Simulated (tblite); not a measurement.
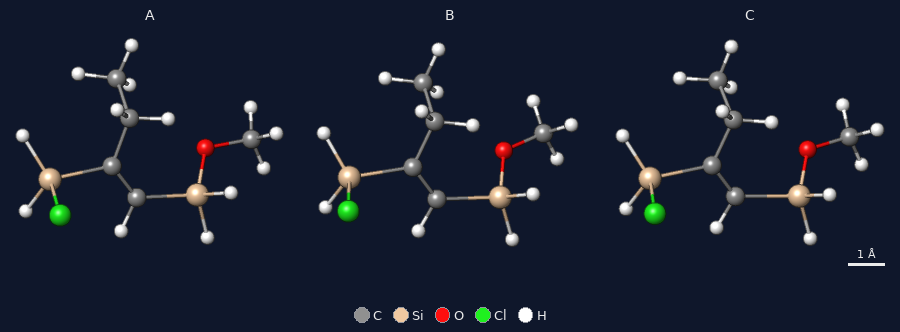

3 geometries from one relaxation of C$_{5}$H$_{13}$ClOSi$_{2}$, in shuffled order. The picture is a ball-and-stick view, seen at a tilt.

The calculation used GFN2-xTB geometry optimisation, gas phase in tblite. 

Put them in the order of the run, from the start to the converged end.

Answer. A, C, B. They are steps 0, 36, 102, at +0.248 eV, +0.017 eV relative to the last. Over 102 geometry steps the energy falls by 0.248 eV. An H atom moves most after the best rigid fit: 0.53 Å. Largest moves by element: H 0.53 Å, Cl 0.36 Å, C 0.29 Å, O 0.20 Å, Si 0.18 Å. Near-neighbour distances that change, for instance: C–Si 1.837 → 1.879 Å, O–Si 1.668 → 1.627 Å, C–O 1.424 → 1.394 Å, H–Si 1.492 → 1.462 Å. Among the angles between lasting bonds that change: Si–O–C 118.1° → 127.6°, C–Si–O 111.3° → 104.2°, C–Si–Cl 102.4° → 107.9°. The run took 2 s on 1 thread of Arm Neoverse N1 (shared host).
